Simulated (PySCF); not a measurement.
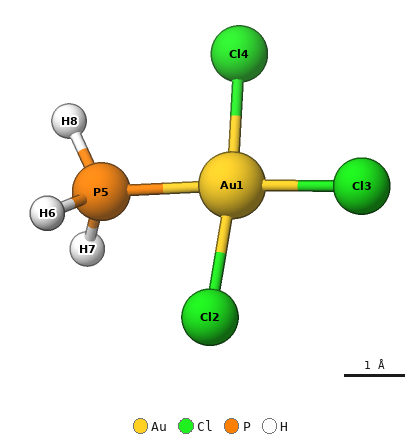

Figure 1. The structure (ball-and-stick view, seen at a tilt; atoms are numbered from 1 in the order of the input). Sticks mark near contacts.

## AuPH3Cl3: a changed input and its effect

System: AuPH3Cl3 (AuCl3(PH3)), SMILES [PH3]->[Au]([Cl])([Cl])[Cl].
Method of run 1: GIAO PBE0/pcSseg-1 Au:def2-TZVP NMR shielding, non-relativistic Hamiltonian with scalar-relativistic core potentials on the heavy atoms, gas phase (PySCF 2.14.0).

The geometry comes from this level: PBE0-D3(BJ)/def2-SVP. Text and figures count atoms from 1; the logs count them from 0 in places.

The input, run 1:
```
{"job": {"kind": "nmr", "xc": "PBE0", "basis": {"default": "pcSseg-1", "Au": "def2-TZVP"}}, "charge": 0, "multiplicity": 1}
Au    -0.062268     1.121372    -0.008664
Cl     2.249628     0.923147     0.141709
Cl    -0.019705     3.416904    -0.025695
Cl    -2.365484     1.059366    -0.148890
P      0.019168    -1.186918     0.007963
H      0.650712    -1.734638     1.144202
H      0.751169    -1.742198    -1.062616
H     -1.223231    -1.857035    -0.048009
```

The first line tells a small driver script what to run in PySCF; the rest is the geometry in Å.

Hardware: 1 CPU thread, shared host.

Output (run 1):
```
coarse grid: 41712 points
cycle   1  E = -1857.6497682958  dE = -1.353e+01  |g| = 2.357e+00  |ddm| = 8.663e+00
cycle   2  E = -1835.5231261703  dE =  2.213e+01  |g| = 6.530e+00  |ddm| = 3.150e+01
cycle   3  E = -1858.5395419200  dE = -2.302e+01  |g| = 1.078e+00  |ddm| = 3.136e+01
cycle   4  E = -1858.8290924045  dE = -2.896e-01  |g| = 5.315e-01  |ddm| = 1.635e+00
cycle   5  E = -1858.8809846634  dE = -5.189e-02  |g| = 2.554e-01  |ddm| = 8.087e-01
cycle   6  E = -1858.8956594178  dE = -1.467e-02  |g| = 6.919e-02  |ddm| = 3.392e-01
cycle   7  E = -1858.8967417911  dE = -1.082e-03  |g| = 1.306e-02  |ddm| = 9.825e-02
cycle   8  E = -1858.8967877721  dE = -4.598e-05  |g| = 3.851e-03  |ddm| = 2.182e-02
cycle   9  E = -1858.8967915350  dE = -3.763e-06  |g| = 7.792e-04  |ddm| = 5.117e-03
final grid: 78872 points
cycle  10  E = -1858.8968194821  dE = -2.557e-08  |g| = 8.796e-04  |ddm| = 2.208e-03
cycle  11  E = -1858.8968192332  dE =  2.489e-07  |g| = 1.373e-03  |ddm| = 2.571e-03
cycle  12  E = -1858.8968196836  dE = -4.504e-07  |g| = 1.496e-04  |ddm| = 1.494e-03
cycle  13  E = -1858.8968196878  dE = -4.138e-09  |g| = 4.821e-05  |ddm| = 1.631e-04
cycle  14  E = -1858.8968196883  dE = -5.025e-10  |g| = 1.271e-05  |ddm| = 5.618e-05
converged SCF energy = -1858.8968196883

GIAO shielding tensors (ppm)
atom      isotropic    diamagn.    paramagn.     s11        s22        s33       span
  0 Au         nan         nan         nan        nan        nan        nan        nan
  1 Cl     817.506    1147.267    -329.761    336.313   1046.538   1069.669    733.356
  2 Cl     554.779    1146.013    -591.234     64.731    532.875   1066.731   1002.000
  3 Cl     756.373    1147.001    -390.628    315.270    919.675   1034.175    718.905
  4 P      450.702     966.711    -516.008    390.918    452.183    509.007    118.089
  5 H       26.442      27.457      -1.015     20.735     23.286     35.306     14.571
  6 H       26.447      27.450      -1.003     20.811     23.195     35.335     14.524
  7 H       26.534      27.516      -0.982     20.016     24.446     35.142     15.126
```

For run 2 the input was changed thus:
```diff
-"xc": "PBE0"
+"xc": "KT2"
+"pop": false
```

How does run 2 compare with run 1?

The total energies belong to different methods, so their difference says nothing on which is more stable or more accurate. The HOMO goes from −8.02 to −6.78 eV. The LUMO goes from −4.11 to −4.90 eV. The dipole moment goes from 8.30 to 7.84 D. Of all shieldings, the largest change is that of Cl3, by −170.7 ppm. The functional changes from PBE0 to KT2. Exact exchange removes part of the self-interaction error of semilocal functionals, which pushes filled and empty levels apart. The SCF takes 18 iterations against 14.

Output (run 2):
```
coarse grid: 41712 points
cycle   1  E = -1871.5464805050  dE = -1.277e+01  |g| = 2.813e+00  |ddm| = 8.749e+00
cycle   2  E = -1846.7199683335  dE =  2.483e+01  |g| = 6.612e+00  |ddm| = 3.256e+01
cycle   3  E = -1871.1236691056  dE = -2.440e+01  |g| = 2.179e+00  |ddm| = 3.246e+01
cycle   4  E = -1872.6581422470  dE = -1.534e+00  |g| = 1.485e+00  |ddm| = 3.615e+00
cycle   5  E = -1873.0944152473  dE = -4.363e-01  |g| = 8.500e-01  |ddm| = 2.902e+00
cycle   6  E = -1873.2486597745  dE = -1.542e-01  |g| = 4.024e-01  |ddm| = 1.417e+00
cycle   7  E = -1873.2879850909  dE = -3.933e-02  |g| = 1.436e-01  |ddm| = 6.995e-01
cycle   8  E = -1873.2939473675  dE = -5.962e-03  |g| = 3.327e-02  |ddm| = 2.571e-01
cycle   9  E = -1873.2943290553  dE = -3.817e-04  |g| = 1.028e-02  |ddm| = 6.061e-02
cycle  10  E = -1873.2943426097  dE = -1.355e-05  |g| = 7.140e-03  |ddm| = 1.962e-02
cycle  11  E = -1873.2943581691  dE = -1.556e-05  |g| = 1.325e-03  |ddm| = 1.062e-02
cycle  12  E = -1873.2943585677  dE = -3.987e-07  |g| = 5.789e-04  |ddm| = 2.683e-03
final grid: 78872 points
cycle  13  E = -1873.2944407786  dE =  4.683e-07  |g| = 1.384e-03  |ddm| = 3.267e-03
cycle  14  E = -1873.2944373638  dE =  3.415e-06  |g| = 3.605e-03  |ddm| = 6.971e-03
cycle  15  E = -1873.2944413970  dE = -4.033e-06  |g| = 2.756e-04  |ddm| = 4.843e-03
cycle  16  E = -1873.2944414164  dE = -1.946e-08  |g| = 8.544e-05  |ddm| = 4.332e-04
cycle  17  E = -1873.2944414187  dE = -2.267e-09  |g| = 1.411e-05  |ddm| = 1.225e-04
cycle  18  E = -1873.2944414188  dE = -5.866e-11  |g| = 2.603e-06  |ddm| = 2.585e-05
converged SCF energy = -1873.2944414188

GIAO shielding tensors (ppm)
atom      isotropic    diamagn.    paramagn.     s11        s22        s33       span
  0 Au         nan         nan         nan        nan        nan        nan        nan
  1 Cl     700.769    1149.386    -448.617    137.731    925.221   1039.357    901.627
  2 Cl     384.100    1148.096    -763.996   -194.586    293.581   1053.305   1247.891
  3 Cl     631.596    1149.158    -517.562    108.985    763.025   1022.779    913.793
  4 P      471.523     969.202    -497.679    416.998    470.373    527.196    110.198
  5 H       26.355      27.682      -1.326     20.634     23.216     35.215     14.581
  6 H       26.365      27.675      -1.310     20.715     23.126     35.253     14.538
  7 H       26.399      27.724      -1.325     19.950     24.368     34.880     14.929
```

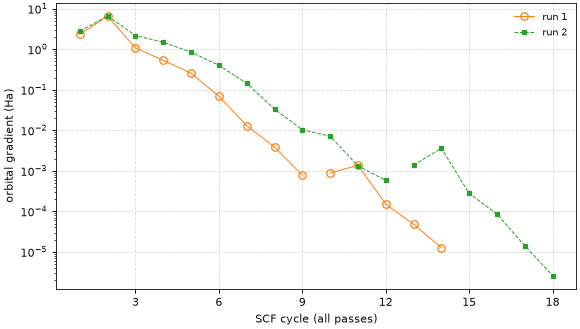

Figure 2. Convergence of the two runs: orbital gradient against the SCF cycle. A break in a curve parts two SCF passes (coarse and final grid). Run 1 takes 14 cycles in all, and run 2 takes 18.

The two runs side by side:

```csv
quantity,run 1,run 2
outcome,converged,converged
total energy (hartree),−1858.896820,−1873.294441
HOMO (eV),−8.02,−6.78
LUMO (eV),−4.11,−4.90
dipole moment (D),8.30,7.84
shielding of Cl2 (ppm),817.5,700.8
shielding of Cl3 (ppm),554.8,384.1
shielding of Cl4 (ppm),756.4,631.6
shielding of P5 (ppm),450.7,471.5
shielding of H6 (ppm),26.4,26.4
shielding of H7 (ppm),26.4,26.4
shielding of H8 (ppm),26.5,26.4
SCF iterations,14,18
basis functions,151,151
wall time (shared host),12 s,16 s
```

For both runs: Spin–orbit coupling is left out, which matters for the heavy atoms.
